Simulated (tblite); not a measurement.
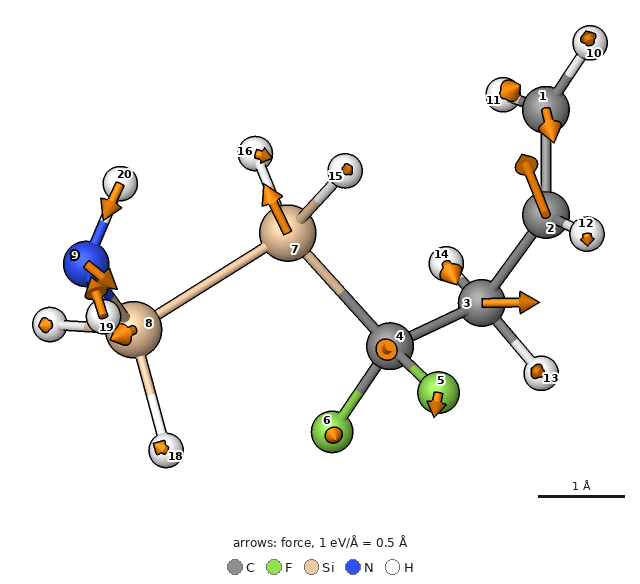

Starting geometry of C4H11F2NSi2 with the computed forces as orange arrows. Style: ball-and-stick. Shown at a tilt.

These are results of tblite 0.8.0, GFN2-xTB geometry optimisation, gas phase, not measurements. 

> Is this structure relaxed? If not, where do the atoms go?

It isn't relaxed: the largest force vector, on a C atom, is 2.46 eV/Å. The final displacements have little in common with the starting forces (cosine between the two patterns 0.16). An H atom moves most after the best rigid fit: 1.49 Å. By element the largest moves are H 1.49 Å, Si 0.62 Å, F 0.59 Å, C 0.34 Å, N 0.34 Å. Near-neighbour distances that change, for instance: C–Si 1.875 → 1.939 Å, Si–Si 2.247 → 2.309 Å, N–Si 1.774 → 1.727 Å, C–C 1.485 → 1.522 Å. Among the angles between lasting bonds that change: C–Si–H 113.0° → 102.7°, C–C–C 114.8° → 124.3°, N–Si–H 112.7° → 103.5°. Groups turn about Si–Si by about 50°. Over 198 geometry steps the energy falls by 0.698 eV.
